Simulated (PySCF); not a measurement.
# H$_{2}$P, doublet, SMILES `[PH2]`: electronic structure

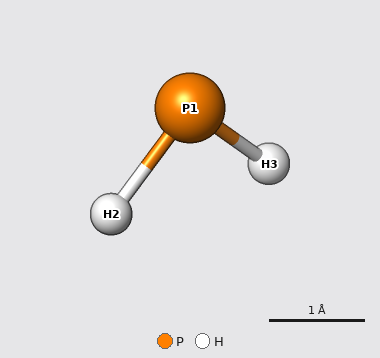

The molecule, with its atoms numbered as below. No frequency check shows the geometry to be a minimum.

Cartesian coordinates (Å):

```
P1      -0.0001   -0.1144    0.0000
H2       0.9966    0.8575    0.0000
H3      -0.9959    0.8582    0.0000
```

### 1. Bonding charge

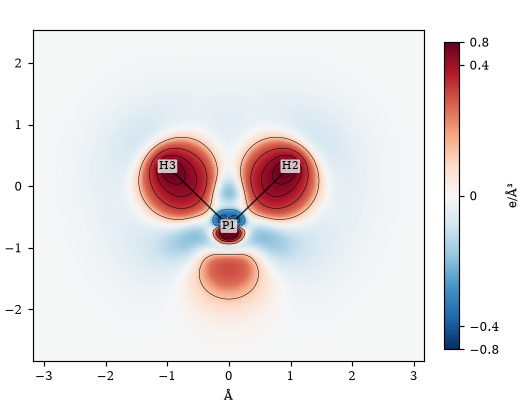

Deformation density (molecule less spherical, spin-averaged free atoms) in the molecular plane; colour scale in e/Å³, logarithmic beyond ±0.1; red: gain, blue: loss.

Level of theory: CAM-B3LYP/def2-TZVP (PySCF), at a geometry from GFN2-xTB. The stability of the open-shell solution wasn't checked. GFN2-xTB doesn't know the spin state, so this open-shell geometry is rough.

Q: How much density has each bond in this plane gained at its critical point, relative to the free atoms?

A: P1–H3 and P1–H2: +0.26 e/Å³ at the bond critical point (bond length 1.39 Å, Mayer order 1.0). In all, 0.7 electrons gather in the regions of gain relative to the promolecule.

Q: Where do the Hirshfeld charges lie?

A: The highest Hirshfeld charge is on P1 (+0.05 e), the lowest on H2 and H3 (−0.03 e).

### 2. Bond critical points

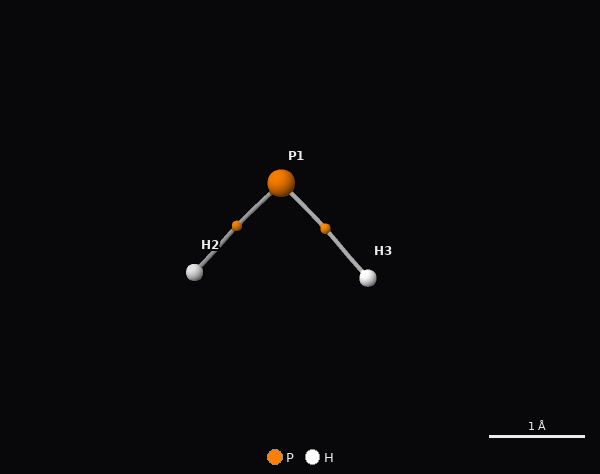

Molecular graph of the electron density (QTAIM): bond paths, bond critical points (orange), ring points (yellow, if any); weak paths are dashed.

Q: How many critical points of each kind are there, and does the count close?

A: 3 nuclei, 2 bond, 0 ring and 0 cage critical points: 3 − 2 + 0 − 0 = 1, as the Poincaré–Hopf relation requires.

Q: Tabulate density, Laplacian, ellipticity and energy density at the bond critical points (atomic units).

A:
```tsv
bond	length (Å)	ρ (a.u.)	∇²ρ (a.u.)	ε	H (a.u.)
P1–H3 (2 alike)	1.392	0.171	−0.07	0.01	−0.165
```

Q: What kind of interaction is P1–H3?

A: Shared-shell (covalent): ρ = 0.171, ∇²ρ = −0.07, H = −0.165 a.u.

### 3. Local ionisation energy

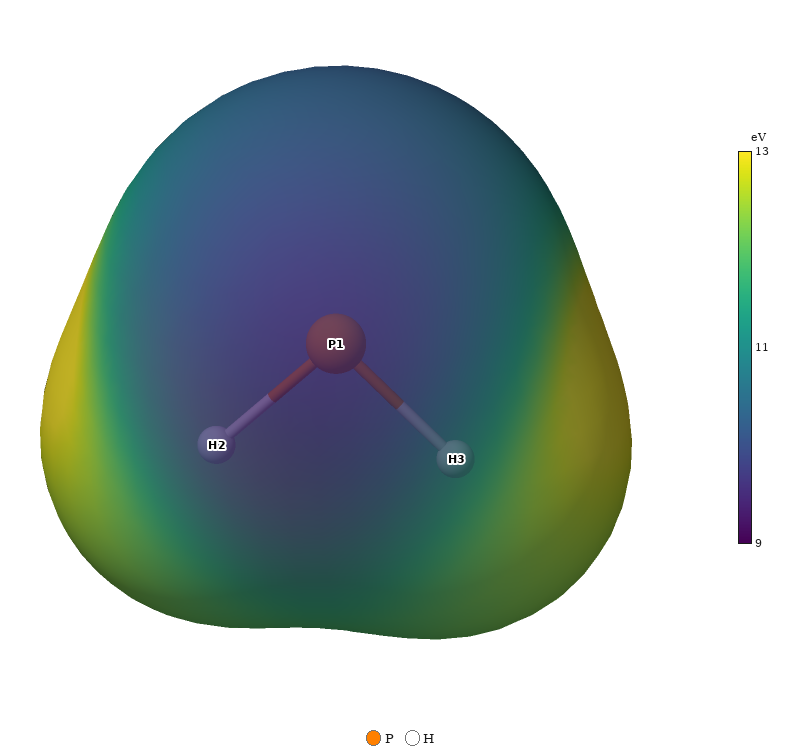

Average local ionisation energy on the surface of electron density 0.001 a.u.

Q: Locate the minima of the map.

A: The lowest value is 9.4 eV, 2.3 Å from P1, and at like points elsewhere. For comparison, the highest occupied orbital lies at −8.4 eV.

### 4. Spin density

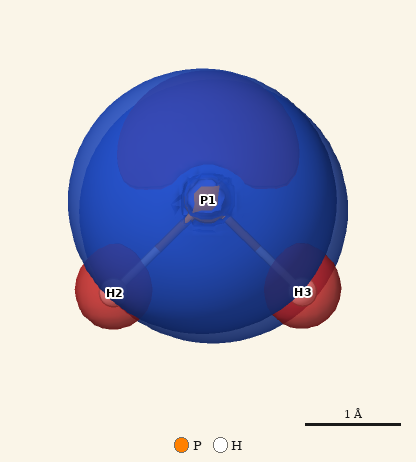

Spin density ρα − ρβ at ±0.01 e/Å³ (blue: excess α, red: excess β).

Q: How is the spin shared among the atoms?

A: Hirshfeld spin populations: P1 +0.91 and H2 and H3 +0.04. ⟨S²⟩ = 0.76, against 0.75 for a pure state. The picture also shows regions of β spin from spin polarisation; the Hirshfeld sums, whose atoms overlap, net them against the α spin of neighbours.

### 5. In an electric field

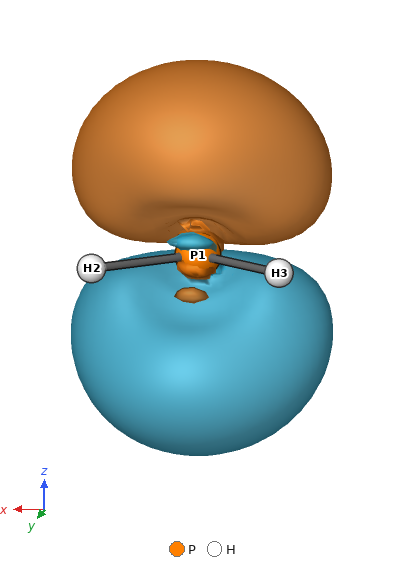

Change of the electron density in a uniform field of 0.51 V/Å, surfaces at ±0.0015 e/Å³ (light blue: gain, orange: loss).

Computed with PySCF, HF/6-31+G*, geometry: GFN2-xTB. The basis has diffuse s and p functions alone, which still leaves polarisabilities too small, most of all across bonds. The stability of the open-shell solution wasn't checked. GFN2-xTB doesn't know the spin state, so this open-shell geometry is rough.

Q: Along which Cartesian direction does the field point?

A: Along +z: electrons gather on the −z side, against the field.

Q: How large is the response?

A: The induced dipole is 0.47 D (along the field); α along this axis, from the fields in both directions, is 18 bohr³ (2.7 Å³).

Q: Which atoms gain and lose the most charge?

A: Hardly any: no atom's Hirshfeld charge changes by as much as 0.002 e. The density shifts from one side of each atom to the other; 0.044 electrons are displaced in all.

### 6. Removing or adding an electron

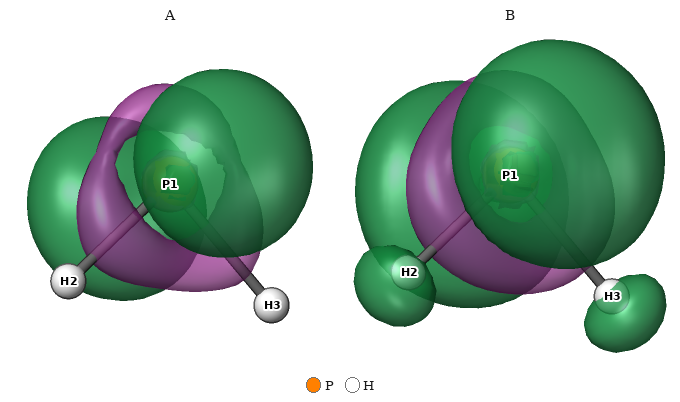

The two Fukui functions at ±0.04 e/Å³ (green positive, purple negative).

PySCF calculation, B3LYP/6-31+G*, gas phase; geometry: GFN2-xTB. GFN2-xTB doesn't know the spin state, so this open-shell geometry is rough.

Q: Why do the two look alike?

A: The electron leaves from or enters the same singly occupied orbital. A is f⁺, B is f⁻. f⁻ (Hirshfeld-condensed) is largest on P1 (0.79); the vertical ionisation energy is 9.94 eV (to the singlet cation, which needn't be its lowest state). f⁺ (Hirshfeld-condensed) is largest on P1 (0.83); the vertical electron affinity is 1.20 eV (to the singlet anion, which needn't be its lowest state; the anion's highest orbital has positive energy, so this value and f⁺ depend on the basis).

The PySCF runs shown took 4.9 s, 1.5 s and 4.1 s on 1 thread of Intel(R) Xeon(R) Platinum 8488C (Sapphire Rapids) (shared host).
